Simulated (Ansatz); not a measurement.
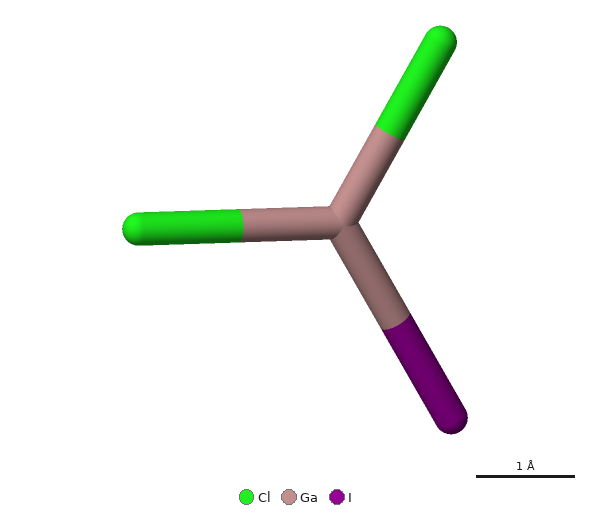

Rendered structure (stick style). Every bond is drawn as one stick, whatever its order.

**Count the atoms of each element.**

GaICl₂, 4 atoms: 1 gallium, 1 iodine and 2 chlorine.

**How many sets of symmetry-equivalent atoms are there?**

3: 2 Cl, 1 Ga, 1 I.

**What is the point group of this geometry?**

C2v.

The parts below concern this one geometry. Atoms keep their numbers from picture to picture. The computed structure is the end point of a PBE0-D4/def2-TZVP optimisation.

## Shape

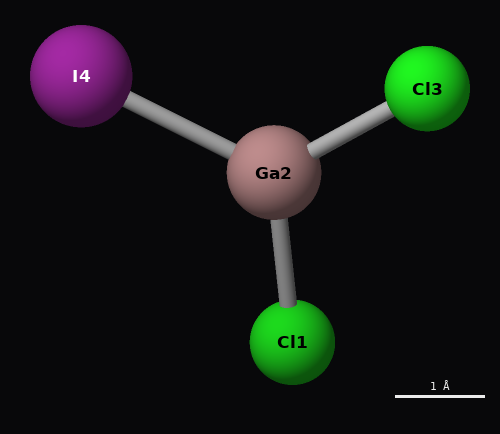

Atoms carry their numbers in the input.

Estimate the angles Cl1–Ga2–Cl3, Cl1–Ga2–I4.

| angle | degrees |
| --- | --- |
| Cl1–Ga2–Cl3 | 118.1 |
| Cl1–Ga2–I4 | 121.0 |

## Dipole moment

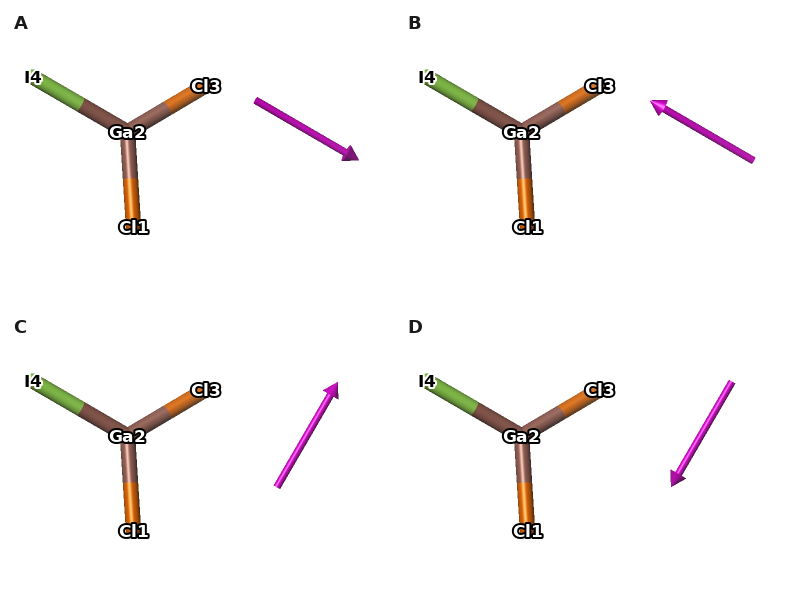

The same molecule four times, each with an arrow. Level of theory: RKS r2SCAN-D4/def2-TZVPP, core potentials on I (Ansatz 0.2.0).

**Which arrow points along the dipole moment, from the negative to the positive end?**

B. The dipole moment is 0.98 D; it points from the side of Cl1, Cl3 to the side of I4 (the outermost atoms at the two ends).

## Vibrations

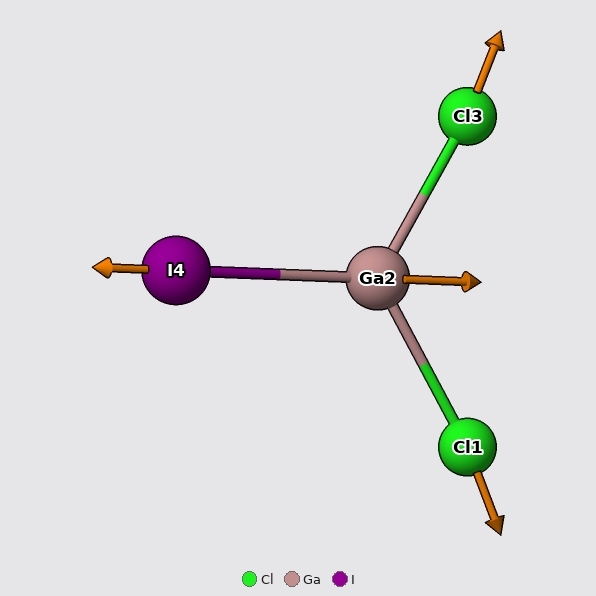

The arrows show one normal mode. Harmonic vibrations computed with RKS PBE0-D4/def2-TZVP, core potentials on I (Ansatz 0.2.0) at a stationary point of the same level.

**Estimate its harmonic wavenumber.**

246 cm⁻¹; it is mode 4 of 6 counted from the lowest.

## Charges

The questions are on Mulliken charges. Level of theory: RKS r2SCAN-D4/def2-TZVPP, core potentials on I (Ansatz 0.2.0).

List the Mulliken charges.

| atom | value (e) |
| --- | --- |
| Cl1 | −0.22 |
| Ga2 | 0.58 |
| Cl3 | −0.22 |
| I4 | −0.14 |

## Thermal motion

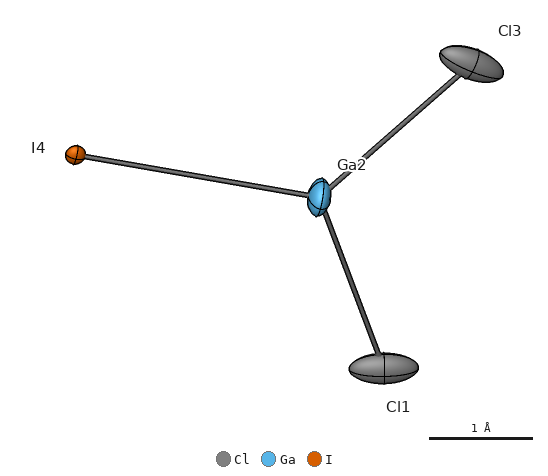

Displacement ellipsoids at the 50 % level, enlarged 2 times, from the internal vibrations of the free molecule (harmonic, no overall translation or rotation; no half-axis is drawn under 0.075 Å). Vibrations computed with RKS PBE0-D4/def2-TZVP, core potentials on I (Ansatz 0.2.0). Temperature: 298 K.

List U_eq and the three principal root-mean-square amplitudes for each kind of atom.

```
    atom  U_eq (Å²)   rms amplitudes (Å)
Cl1, Cl3     0.0056  0.046, 0.053, 0.109
     Ga2     0.0031  0.036, 0.060, 0.067
      I4    0.00077  0.011, 0.032, 0.034
```

Mulliken values depend strongly on the basis set and can even reverse the polarity of a bond.
